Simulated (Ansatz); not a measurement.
# C2H8MoN2O (SMILES C[O][Mo]([CH3])(=[NH])=[NH]): what the fields show

```xyz
14

C    -1.1196   -0.9781    0.7089
C    -1.0320    2.5754   -2.2943
Mo   -0.1919    1.7365   -0.5480
N    -0.3999    2.9649    0.6448
N     1.4777    1.5479   -0.9377
O    -1.0395    0.1327   -0.1194
H    -0.1747   -1.5501    0.7062
H    -1.3520   -0.6866    1.7485
H    -1.9239   -1.6431    0.3518
H    -2.1038    2.7569   -2.1131
H    -0.5521    3.5246   -2.5719
H    -0.9078    1.8573   -3.1210
H    -0.1103    3.6413    1.3467
H     2.4788    1.6935   -0.8344
```

Geometry: PBE0-D4/def2-SVP; core potentials replace the inner electrons of Mo.

Level of theory: isolated molecule in a Gaussian basis; Kohn-Sham density functional theory, functional PBE0 (Ansatz).

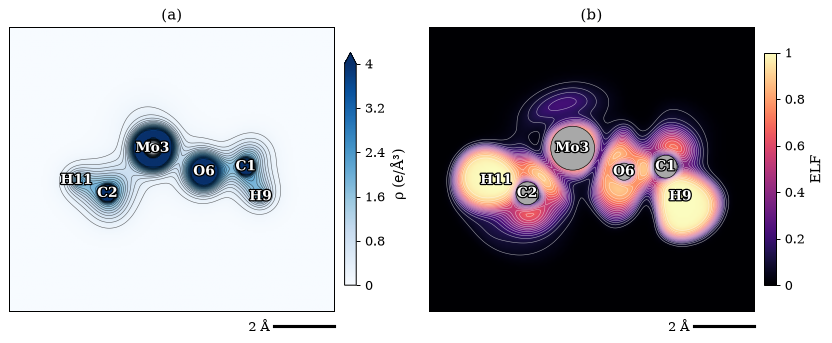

Figure 1. (a) electron density; (b) ELF on the plane of atoms Mo3, C2 and H11. Grey discs cover the atomic cores in the ELF map.

Q: Interpret the plot.

A: Atoms in the plane: C, Mo, O and H.
C–O (1.39 Å): the density is about 2.1 e/Å³ at the midpoint, with its minimum of 1.8 e/Å³ about 0.5 Å from C; the ELF peaks at about 0.90 between the atoms; a polar covalent bond.
Mo–O (1.86 Å): ρ is about 1.1 e/Å³ halfway; the ELF peaks at about 0.80 in the valence shell of O, 0.5 Å from its nucleus, and drops to about 0.25 between the two atoms.
C–Mo (2.11 Å): the density is about 0.9 e/Å³ at the midpoint; the ELF peaks at about 0.90 in the valence shell of C, 0.7 Å from its nucleus, and is about 0.55 at the midpoint.
C–H (1.10 Å): the density is about 1.9 e/Å³ at the midpoint; the ELF climbs to about 1 towards the hydrogen, as it does in any bond to H: an ordinary covalent bond to hydrogen.

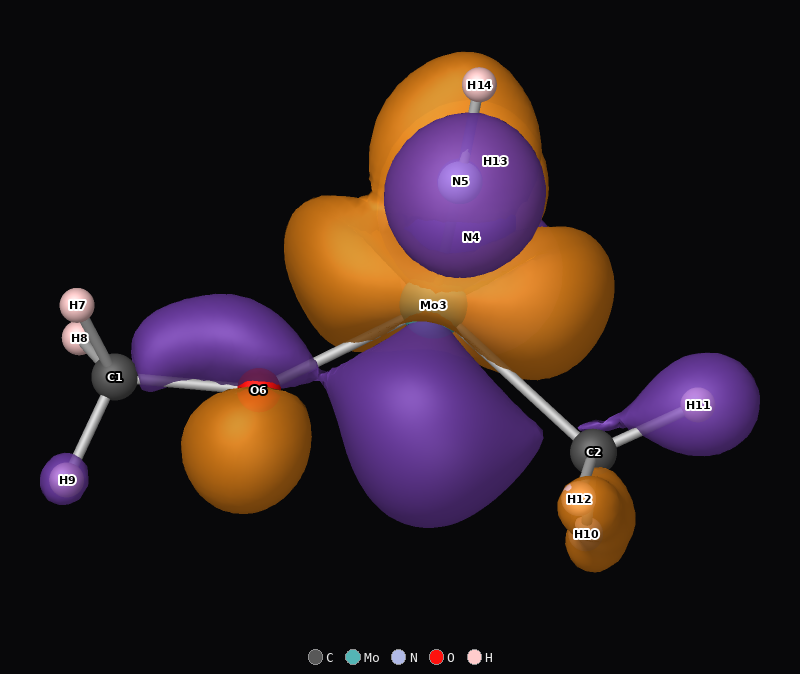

Figure 2. One frontier orbital at ±0.08 Å⁻³ᐟ² (orange and purple are the two phases), seen at a tilt.

Q: Which orbital is it: HOMO or LUMO?

A: The LUMO, at −1.43 eV. Its weight (Hirshfeld) is mainly on Mo3 (about 55 %), N4 (about 10 %), N5 (about 10 %) and O6 (about 10 %).

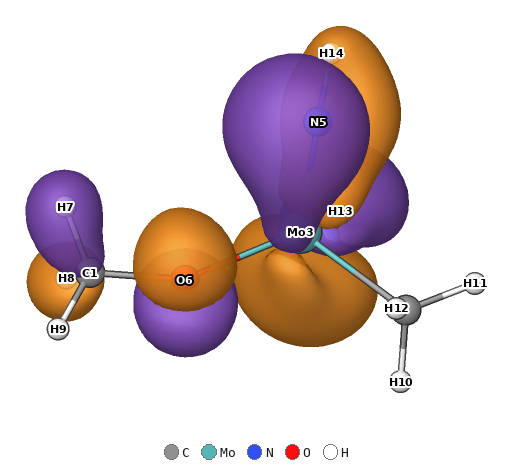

Figure 3. The HOMO at ±0.08 Å⁻³ᐟ² (orange and purple are the two phases), seen at an oblique angle.

Q: Describe this orbital and give its energy.

A: By Hirshfeld shares it lies mainly on N4 (about 30 %), N5 (about 30 %), O6 (about 15 %) and Mo3 (about 10 %); largely a combination of lone pairs on N4, N5 and O6. Its energy is −7.33 eV.
